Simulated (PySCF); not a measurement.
**C₄H₈N₂Si: runs on many settings**

Aim: see how C₄H₈N₂Si (`CC/C(C#N)=N\[SiH3]`) answers to the choice of functional, basis, grid and SCF options, and what happens with inputs that are wrong on purpose.

Computed with PySCF 2.14.0, with density-fitted response routines of our own, on a single molecule in the gas phase. Atoms are numbered from 0 throughout.

### Step 1. Starting geometry

15 atoms, charge 0, multiplicity 1; geometry from: GFN2-xTB, altered.

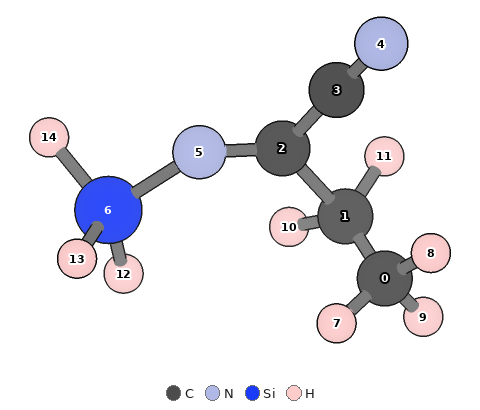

The starting geometry (carbon dark grey, nitrogen light blue, silicon blue, hydrogen pink), atoms numbered.

### Step 2. Shielding tensors: wB97X/6-31G*

Job settings and geometry (Å):

```
{"job": {"kind": "nmr", "xc": "wB97X", "basis": "6-31G*", "pop": true, "scf": {"max_cycle": 82}}, "charge": 0, "multiplicity": 1}
C     -1.592247    -1.079580    -0.244843
C     -0.869569    -0.603296     0.620599
C     -0.138687     0.835418     0.361265
C     -1.083540     1.911607     0.419851
N     -1.855784     2.755372     0.482061
N      1.006349     1.071249    -0.095758
Si     2.439410     0.180272    -0.406862
H     -1.025214    -1.241497    -1.159551
H     -2.422358    -0.410557    -0.463144
H     -1.995707    -2.032756     0.088393
H      0.142763    -1.158320     1.046357
H     -1.266695    -0.329525     1.751507
H      2.449510    -1.253091    -0.080899
H      2.600307     0.359248    -1.846348
H      3.426377     0.884375     0.404203
```

Level: GIAO wB97X/6-31G* NMR shielding, non-relativistic, gas phase.

The run is started by

```console
$ OMP_NUM_THREADS=1 python probes_run.py task.json out
```

This one command runs all jobs of the session in turn.

The program printed:

```text
final grid: 121720 points
cycle   1  E = -555.8763106847  dE =  1.343e+00  |g| = 6.464e-01  |ddm| = 3.785e+00
cycle   2  E = -555.8165184702  dE =  5.979e-02  |g| = 9.049e-01  |ddm| = 1.376e+00
cycle   3  E = -555.9845818505  dE = -1.681e-01  |g| = 6.500e-02  |ddm| = 7.287e-01
cycle   4  E = -555.9855372567  dE = -9.554e-04  |g| = 4.684e-02  |ddm| = 1.080e-01
cycle   5  E = -555.9860423324  dE = -5.051e-04  |g| = 1.340e-02  |ddm| = 5.123e-02
cycle   6  E = -555.9860879109  dE = -4.558e-05  |g| = 3.712e-03  |ddm| = 1.773e-02
cycle   7  E = -555.9860938313  dE = -5.920e-06  |g| = 1.576e-03  |ddm| = 6.774e-03
cycle   8  E = -555.9860949784  dE = -1.147e-06  |g| = 4.812e-04  |ddm| = 3.226e-03
cycle   9  E = -555.9860951771  dE = -1.987e-07  |g| = 1.654e-04  |ddm| = 1.460e-03
cycle  10  E = -555.9860952180  dE = -4.093e-08  |g| = 6.939e-05  |ddm| = 6.304e-04
cycle  11  E = -555.9860952283  dE = -1.032e-08  |g| = 2.907e-05  |ddm| = 3.400e-04
cycle  12  E = -555.9860952299  dE = -1.609e-09  |g| = 1.181e-05  |ddm| = 1.488e-04
cycle  13  E = -555.9860952301  dE = -1.601e-10  |g| = 4.124e-06  |ddm| = 4.953e-05
converged SCF energy = -555.9860952301

GIAO shielding tensors (ppm)
atom      isotropic    diamagn.    paramagn.     s11        s22        s33       span
  0 C      194.788     249.061     -54.273    191.066    195.689    197.607      6.542
  1 C      143.807     250.762    -106.955    120.382    139.368    171.670     51.288
  2 C       37.736     255.354    -217.618    -69.815     55.581    127.443    197.258
  3 C       92.336     260.813    -168.478    -15.994      1.953    291.048    307.041
  4 N        8.545     342.778    -334.233   -135.055   -103.139    263.829    398.884
  5 N     -102.137     319.736    -421.874   -471.733   -119.599    284.920    756.653
  6 Si     460.358     882.223    -421.865    431.635    447.735    501.704     70.070
  7 H       30.734      30.234       0.499     25.744     30.035     36.422     10.679
  8 H       30.094      29.791       0.303     25.770     29.311     35.203      9.434
  9 H       30.327      29.073       1.255     26.032     27.961     36.990     10.958
 10 H       27.112      30.195      -3.083     24.488     26.819     30.027      5.539
 11 H       27.273      28.597      -1.324     25.258     26.066     30.495      5.238
 12 H       27.249      30.796      -3.547     23.668     27.127     30.952      7.284
 13 H       27.217      29.935      -2.718     24.876     25.823     30.952      6.076
 14 H       27.290      29.273      -1.983     24.377     26.062     31.431      7.054
```

It took 20 s on 1 thread of AMD EPYC 7R43, shared host; peak memory 0.64 GiB.

A normal end doesn't make this result sound: one atom of the first bond was moved so that the bond is 0.8 times as long.

### Step 3. NMR shieldings: M06-2X/pcSseg-1

The job, as its differences from that of step 2:

```diff
@@ -1,4 +1,4 @@
-{"job": {"kind": "nmr", "xc": "wB97X", "basis": "6-31G*", "pop": true, "scf": {"max_cycle": 82}}, "charge": 0, "multiplicity": 1}
+{"job": {"kind": "nmr", "xc": "M06-2X", "basis": "pcSseg-1", "pop": false, "scf": {"max_cycle": 51}}, "charge": 0, "multiplicity": 3}
 C     -1.592247    -1.079580    -0.244843
-C     -0.869569    -0.603296     0.620599
+C     -0.688899    -0.484225     0.836960
 C     -0.138687     0.835418     0.361265
```

With the program's defaults for keys left out, this is: M06-2X/pcSseg-1.

The program printed:

```text
NotImplementedError: this response code serves closed shells only; the SCF ended at -555.90323446 Eh with <S^2> = 2.0106
```

It took 29 s on 1 thread of AMD EPYC 7R43, shared host; peak memory 0.82 GiB.

Why it failed: The input makes an open shell, and this response code serves closed shells alone. The remedy is to restore the closed-shell charge and spin, or use an unrestricted response code.

### Step 4. Shielding tensors: BHandHLYP/pcSseg-1

The job, as its differences from that of step 3:

```diff
@@ -1,2 +1,2 @@
-{"job": {"kind": "nmr", "xc": "M06-2X", "basis": "pcSseg-1", "pop": false, "scf": {"max_cycle": 51}}, "charge": 0, "multiplicity": 3}
+{"job": {"kind": "nmr", "xc": "BHandHLYP", "basis": "pcSseg-1", "pop": true}, "charge": 0, "multiplicity": 1}
 C     -1.592247    -1.079580    -0.244843
```

With the program's defaults for keys left out, this is: GIAO BHandHLYP/pcSseg-1 NMR shielding, non-relativistic, gas phase.

The program printed:

```text
coarse grid: 13056 points
cycle   1  E = -555.8737166033  dE =  9.562e-01  |g| = 5.902e-01  |ddm| = 3.517e+00
cycle   2  E = -555.7849926449  dE =  8.872e-02  |g| = 9.239e-01  |ddm| = 1.225e+00
cycle   3  E = -555.9608868667  dE = -1.759e-01  |g| = 7.848e-02  |ddm| = 7.373e-01
cycle   4  E = -555.9617282543  dE = -8.414e-04  |g| = 5.895e-02  |ddm| = 1.122e-01
cycle   5  E = -555.9624314003  dE = -7.031e-04  |g| = 1.759e-02  |ddm| = 5.471e-02
cycle   6  E = -555.9625004952  dE = -6.909e-05  |g| = 2.815e-03  |ddm| = 1.805e-02
cycle   7  E = -555.9625031071  dE = -2.612e-06  |g| = 1.181e-03  |ddm| = 4.040e-03
final grid: 121720 points
cycle   8  E = -555.9961660826  dE = -1.308e-05  |g| = 2.972e-03  |ddm| = 1.206e-02
cycle   9  E = -555.9961665289  dE = -4.463e-07  |g| = 2.709e-03  |ddm| = 4.386e-03
cycle  10  E = -555.9961682362  dE = -1.707e-06  |g| = 6.320e-04  |ddm| = 2.277e-03
cycle  11  E = -555.9961683127  dE = -7.654e-08  |g| = 2.239e-04  |ddm| = 5.267e-04
cycle  12  E = -555.9961683228  dE = -1.009e-08  |g| = 4.573e-05  |ddm| = 1.931e-04
cycle  13  E = -555.9961683232  dE = -4.400e-10  |g| = 2.482e-05  |ddm| = 7.186e-05
converged SCF energy = -555.9961683232

GIAO shielding tensors (ppm)
atom      isotropic    diamagn.    paramagn.     s11        s22        s33       span
  0 C      172.447     247.066     -74.618    162.638    170.397    184.307     21.669
  1 C      147.706     249.408    -101.702    127.371    142.450    173.297     45.926
  2 C       20.570     252.191    -231.621   -110.214     51.015    120.910    231.124
  3 C       65.991     262.475    -196.483    -56.824    -40.342    295.141    351.965
  4 N      -40.832     339.851    -380.683   -207.634   -174.641    259.779    467.413
  5 N     -154.303     327.905    -482.209   -573.411   -173.960    284.462    857.874
  6 Si     424.589     879.028    -454.439    397.158    406.284    470.325     73.167
  7 H       30.982      31.244      -0.262     26.678     29.658     36.609      9.931
  8 H       30.188      30.017       0.171     25.971     29.188     35.405      9.434
  9 H       30.578      28.882       1.695     26.630     27.433     37.670     11.041
 10 H       29.549      32.734      -3.185     25.927     28.995     33.725      7.798
 11 H       29.463      30.451      -0.988     26.861     27.769     33.759      6.898
 12 H       27.089      30.362      -3.273     23.648     26.841     30.777      7.130
 13 H       27.010      29.538      -2.528     24.354     25.596     31.081      6.727
 14 H       27.017      28.875      -1.858     24.133     25.570     31.347      7.214
```

Wall time 19 s (1 thread of AMD EPYC 7R43, shared host); peak memory 0.89 GiB.

Shifts follow as δ = σ(reference) − σ, with reference shieldings (ppm) from runs at the same level and on the same kind of geometry: 1H TMS 31.90, 13C TMS 186.6, 29Si TMS 356.3, 15N NH3 267.1. The references are single molecules in the gas phase, so shifts against H2O, NH3, PH3, H3PO4 or CFCl3 are not on the usual liquid scales and can be off by tens of ppm. Atoms listed in one row are averaged.

```
        atoms                        environment  σ (ppm)  δ (ppm)
           C2                         C=N carbon     20.6    166.0
           C3                     nitrile carbon     66.0    120.6
           C1                            sp3 CH2    147.7     38.9
           C0                      methyl carbon    172.4     14.1
H12, H13, H14  hydrogen on a silicon bonded to N    27.04     4.86
     H10, H11             hydrogen on an sp3 CH2    29.51     2.39
   H7, H8, H9        hydrogen on a methyl carbon    30.58     1.31
           N5                     imine nitrogen   -154.3    421.4
           N4                   nitrile nitrogen    -40.8    307.9
          Si6           silicon bonded to N, 3 H    424.6    -68.2
```

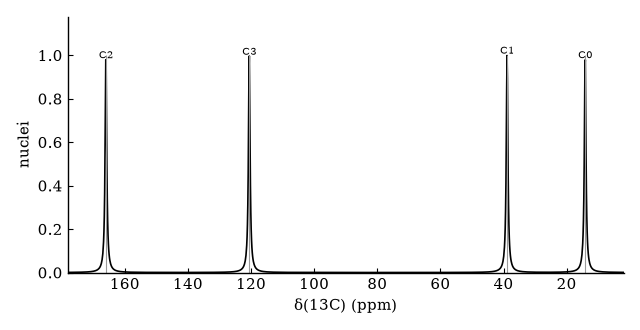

13C lines at the computed shifts, without couplings. Lines are broadened to a width of 0.61 ppm (Lorentzian).

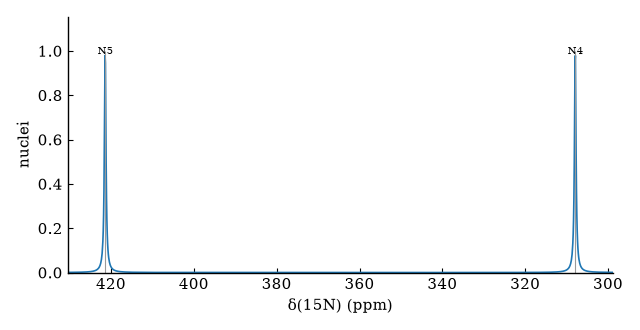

15N lines at the computed shifts, without couplings. Lines are broadened to a width of 0.45 ppm (Lorentzian).

Charges from the same density, by scheme (e):

```
atoms  Mulliken    IAO  Hirshfeld  ESP fit
   C0     -0.24  -0.39      -0.11    -0.31
   C1     -0.15  -0.27      -0.07     0.17
   C2      0.11   0.19       0.13     0.31
   C3      0.14   0.13       0.09     0.31
   N4     -0.23  -0.22      -0.21    -0.43
   N5     -0.57  -0.54      -0.24    -0.57
  Si6      0.74   0.84       0.40     0.58
```

Hirshfeld charges:

C0 -0.11; C1 -0.07; C2 0.13; C3 0.09; N4 -0.21; N5 -0.24; Si6 0.40; H7 0.04; H8 0.05; H9 0.05; H10 0.05; H11 0.05; H12 -0.09; H13 -0.08; H14 -0.08

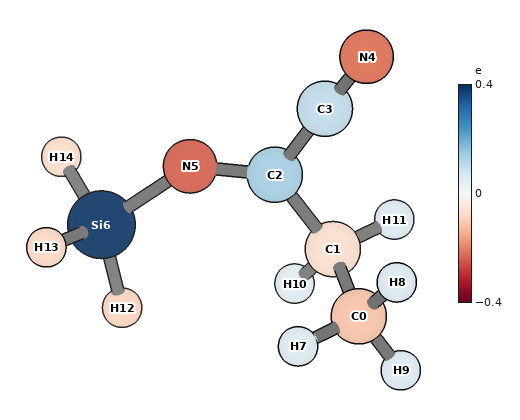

Hirshfeld charges, as colours on the atoms.

Mayer bond orders: C0–C1 1.03, C1–C2 1.01, C2–C3 0.92, C3–N4 3.05, C2–N5 1.96, N5–Si6 0.93.

### Step 5. Indirect couplings: HCTH407/pcSseg-1

The job, as its differences from that of step 4:

```diff
@@ -1,2 +1,2 @@
-{"job": {"kind": "nmr", "xc": "BHandHLYP", "basis": "pcSseg-1", "pop": true}, "charge": 0, "multiplicity": 1}
+{"job": {"kind": "j", "xc": "HCTH407", "basis": "pcSseg-1", "scf": {"guess": "huckel"}}, "charge": 0, "multiplicity": 1}
 C     -1.592247    -1.079580    -0.244843
```

Level: HCTH407/pcSseg-1 indirect spin-spin coupling, non-relativistic, gas phase.

The program printed:

```text
final grid: 121720 points
cycle   1  E = -541.7088185402  dE =  1.083e+01  |g| = 7.086e+00  |ddm| = 1.099e+01
cycle   2  E = -499.4587549836  dE =  4.225e+01  |g| = 9.205e+00  |ddm| = 3.805e+01
cycle   3  E = -512.8944099026  dE = -1.344e+01  |g| = 1.000e+01  |ddm| = 5.513e+01
cycle   4  E = -555.2623280012  dE = -4.237e+01  |g| = 1.655e+00  |ddm| = 4.261e+01
cycle   5  E = -551.3004871036  dE =  3.962e+00  |g| = 3.550e+00  |ddm| = 1.296e+01
cycle   6  E = -556.0819223006  dE = -4.781e+00  |g| = 5.114e-01  |ddm| = 1.254e+01
cycle   7  E = -556.0356188103  dE =  4.630e-02  |g| = 6.931e-01  |ddm| = 1.132e+00
cycle   8  E = -556.1509217409  dE = -1.153e-01  |g| = 1.762e-01  |ddm| = 5.870e-01
cycle   9  E = -556.1529322329  dE = -2.010e-03  |g| = 1.818e-01  |ddm| = 2.907e-01
cycle  10  E = -556.1596192350  dE = -6.687e-03  |g| = 6.220e-02  |ddm| = 1.450e-01
cycle  11  E = -556.1604844996  dE = -8.653e-04  |g| = 9.398e-03  |ddm| = 5.043e-02
cycle  12  E = -556.1605019104  dE = -1.741e-05  |g| = 3.553e-03  |ddm| = 1.017e-02
cycle  13  E = -556.1605050660  dE = -3.156e-06  |g| = 1.031e-03  |ddm| = 4.907e-03
cycle  14  E = -556.1605053568  dE = -2.908e-07  |g| = 1.702e-04  |ddm| = 1.402e-03
cycle  15  E = -556.1605053633  dE = -6.451e-09  |g| = 8.294e-05  |ddm| = 2.591e-04
cycle  16  E = -556.1605053647  dE = -1.401e-09  |g| = 3.556e-05  |ddm| = 1.351e-04
cycle  17  E = -556.1605053650  dE = -3.520e-10  |g| = 1.044e-05  |ddm| = 5.537e-05
converged SCF energy = -556.1605053650

Indirect spin-spin couplings (Hz)
  i      j    bonds     total        FC       PSO       DSO        SD
  0 C    1 C    1     40.474    40.469    -0.187     0.192         -
  0 C    2 C    2     -4.098    -3.880    -0.277     0.059         -
  0 C    3 C    3      0.540     0.521    -0.012     0.031         -
  0 C    5 N    3     -1.537    -1.505    -0.026     0.012    -0.018
  0 C    6 Si   4      0.971     0.969    -0.018     0.014     0.006
  0 C    7 H    1    132.543   130.671     1.199     0.673         -
  0 C    8 H    1    132.908   131.096     1.143     0.669         -
  0 C    9 H    1    132.654   130.818     1.218     0.619         -
  0 C   10 H    2     -3.911    -3.932     0.181    -0.161         -
  0 C   11 H    2     -4.989    -5.020     0.202    -0.170         -
  0 C   13 H    5      1.156     1.185     0.039    -0.068         -
  0 C   14 H    5      0.738     0.838     0.148    -0.248         -
  1 C    2 C    1     51.284    52.629    -1.637     0.292         -
  1 C    3 C    2      9.920     9.871    -0.003     0.053         -
  1 C    4 N    3     -0.614    -0.592    -0.098     0.028     0.049
  1 C    5 N    2      1.744     0.981     0.788     0.010    -0.035
  1 C    6 Si   3     -6.742    -6.906     0.160     0.002     0.002
  1 C    7 H    2     -3.259    -3.281     0.136    -0.115         -
  1 C    8 H    2     -3.615    -3.649     0.160    -0.127         -
  1 C    9 H    2     -2.783    -2.787     0.151    -0.146         -
  1 C   10 H    1    142.027   140.187     0.888     0.953         -
  1 C   11 H    1    137.533   135.651     0.963     0.919         -
  1 C   12 H    4      0.579     0.496    -0.080     0.163         -
  1 C   13 H    4     -1.021    -0.910     0.086    -0.197         -
  1 C   14 H    4     -1.014    -0.903     0.086    -0.197         -
  2 C    3 C    1     97.184    98.939    -2.087     0.332         -
  2 C    4 N    2      3.591     3.897    -0.449     0.054     0.089
  2 C    5 N    1    -27.981   -33.500     7.111    -0.109    -1.483
  2 C    6 Si   2     -2.062    -2.148     0.107     0.049    -0.070
  2 C    7 H    3      1.979     1.879    -0.114     0.214         -
  2 C    8 H    3      2.476     2.455    -0.173     0.194         -
  2 C    9 H    3      9.215     9.199     0.342    -0.325         -
  2 C   10 H    2     -5.154    -4.909    -0.346     0.100         -
  2 C   11 H    2     -5.393    -5.290    -0.188     0.084         -
  2 C   12 H    3     -0.485    -0.251    -0.150    -0.084         -
  2 C   13 H    3      6.624     6.720     0.202    -0.298         -
  2 C   14 H    3      6.393     6.498     0.201    -0.307         -
  3 C    4 N    1    -29.914   -25.956     1.125    -0.017    -5.066
  3 C    5 N    2     -5.697    -5.598    -0.104    -0.012     0.017
  3 C    6 Si   3    -13.538   -13.399    -0.137     0.041    -0.042
  3 C    9 H    4     -0.161    -0.156     0.212    -0.218         -
  3 C   10 H    3      4.658     4.641     0.354    -0.337         -
  3 C   11 H    3      1.021     0.900    -0.140     0.261         -
  3 C   12 H    4      1.858     1.902     0.163    -0.208         -
  3 C   13 H    4     -2.678    -2.659     0.112    -0.132         -
  3 C   14 H    4     -2.590    -2.568     0.117    -0.139         -
  4 N    5 N    3      2.513     1.299     0.559    -0.014     0.670
  4 N   10 H    4     -0.364    -0.361    -0.201     0.171     0.027
  4 N   13 H    5     -0.563    -0.562    -0.084     0.076     0.007
  4 N   14 H    5     -0.545    -0.544    -0.086     0.078     0.007
  5 N    6 Si   1     15.933    18.224    -2.483     0.041     0.150
  5 N    8 H    4      0.152     0.117    -0.032     0.078    -0.011
  5 N    9 H    4     -0.410    -0.399    -0.142     0.127     0.004
  5 N   10 H    3     -0.908    -1.190     0.273    -0.029     0.038
  5 N   11 H    3     -1.572    -1.806     0.067     0.164     0.003
  5 N   12 H    2     -0.135    -0.264     0.048     0.147    -0.066
  5 N   13 H    2     -1.268    -1.515     0.200     0.020     0.026
  5 N   14 H    2     -1.164    -1.423     0.212     0.024     0.023
  6 Si   7 H    5     -0.405    -0.422     0.060    -0.074     0.031
  6 Si  10 H    4      0.493     0.502     0.086    -0.169     0.074
  6 Si  11 H    4      0.854     0.816    -0.155     0.198    -0.005
  6 Si  12 H    1   -210.740  -210.700     0.804    -0.221    -0.624
  6 Si  13 H    1   -251.822  -251.757     0.792    -0.214    -0.642
  6 Si  14 H    1   -252.415  -252.351     0.797    -0.211    -0.650
  7 H    8 H    2    -10.185   -10.111     2.406    -2.480         -
  7 H    9 H    2    -10.510   -10.388     2.524    -2.646         -
  7 H   10 H    3      2.493     2.478     0.278    -0.264         -
  7 H   11 H    3     10.839    11.178     2.417    -2.756         -
  7 H   12 H    6      0.536     0.319    -0.563     0.781         -
  7 H   14 H    6     -0.386     0.101     0.442    -0.929         -
  8 H    9 H    2    -11.371   -11.246     2.508    -2.633         -
  8 H   10 H    3     10.846    11.168     2.388    -2.710         -
  8 H   11 H    3      2.028     2.053     0.327    -0.353         -
  8 H   14 H    6     -0.414    -0.075     0.693    -1.032         -
  9 H   10 H    3      2.150     2.187     0.360    -0.396         -
  9 H   11 H    3      3.087     3.142     0.370    -0.425         -
  9 H   12 H    6      0.272     0.196     0.140    -0.063         -
  9 H   13 H    6      0.339     0.510     0.491    -0.662         -
  9 H   14 H    6     -0.311     0.008     0.626    -0.944         -
 10 H   11 H    2    -11.442   -11.509     2.168    -2.101         -
 10 H   12 H    5      0.544    -0.123    -1.656     2.323         -
 10 H   13 H    5     -0.361     0.145     0.260    -0.766         -
 10 H   14 H    5     -0.162     0.201     0.004    -0.367         -
 11 H   12 H    5     -0.351    -0.336     0.573    -0.588         -
 11 H   13 H    5      0.457     0.849     0.911    -1.303         -
 11 H   14 H    5      1.021     1.269     0.572    -0.820         -
 12 H   13 H    2      3.624     4.877     0.820    -2.073         -
 12 H   14 H    2      3.900     5.172     0.840    -2.112         -
 13 H   14 H    2     -9.093    -7.589     1.027    -2.531         -
```

It took 36 s on 1 thread of AMD EPYC 7R43, shared host; peak memory 0.68 GiB.

This basis has no tight s functions, so the Fermi-contact terms are rough.

A choice of the couplings up to four bonds, sorted by the number of bonds, with means over like pairs; isotopes 13C, 1H, 15N, 29Si:

```
   pair  bonds  J (Hz)  Fermi contact (Hz)  dihedral (°)
Si6–H12      1  -238.3              -238.3             –
 C1–H10      1   139.8               137.9             –
  C0–H7      1   132.7               130.9             –
  C2–C3      1    97.2                98.9             –
  C1–C2      1    51.3                52.6             –
  C0–C1      1    40.5                40.5             –
  C3–N4      1   -29.9               -26.0             –
  C2–N5      1   -28.0               -33.5             –
 N5–Si6      1    15.9                18.2             –
H10–H11      2   -11.4               -11.5             –
  H7–H8      2   -10.7               -10.6             –
  C1–C3      2     9.9                 9.9             –
  C3–N5      2    -5.7                -5.6             –
 C2–H10      2    -5.3                -5.1             –
 C0–H10      2    -4.5                -4.5             –
  C0–C2      2    -4.1                -3.9             –
  C2–N4      2     3.6                 3.9             –
  C1–H7      2    -3.2                -3.2             –
 C3–Si6      3   -13.5               -13.4          -178
 C1–Si6      3    -6.7                -6.9             0
 H7–H10      3     5.2                 5.4             –
  C2–H7      3     4.6                 4.5             –
 C2–H12      3     4.2                 4.3             –
 C3–H10      3     2.8                 2.8             –
  N4–N5      3     2.5                 1.3             –
  C0–N5      3    -1.5                -1.5          -102
 N5–H10      3    -1.2                -1.5             –
 C3–H12      4    -1.1                -1.1             –
```

The spin-dipole term was solved for some atoms only; pairs without it lack that part.

Quadrupole couplings from the field gradients of the same density:

```
atom  isotope  eQq/h (MHz)     η
  N5      14N       -4.944  0.53
  N4      14N       -4.428  0.20
```

Shifts (BHandHLYP/pcSseg-1, unscaled) and these couplings together give the proton spectrum at 300 MHz below.

1H NMR δ 4.86 (s, 3H), 2.39 (q, J = 5.2 Hz, 2H), 1.31 (t, J = 5.2 Hz, 3H). The letters are first-order; like nuclei with unlike couplings give more lines.

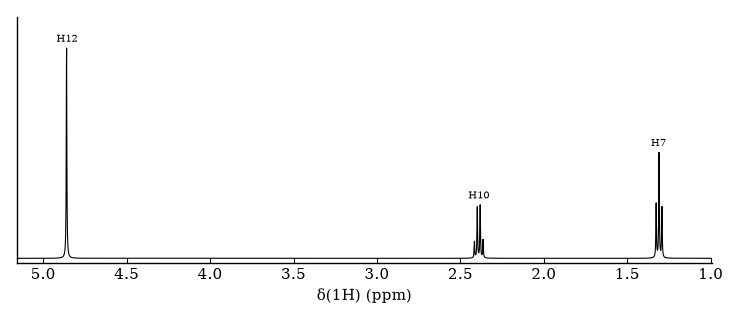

Simulated proton spectrum at 300 MHz, by exact diagonalisation of each spin system; lines 1.2 Hz wide, exchangeable protons uncoupled.

[end of part 1 of 2]
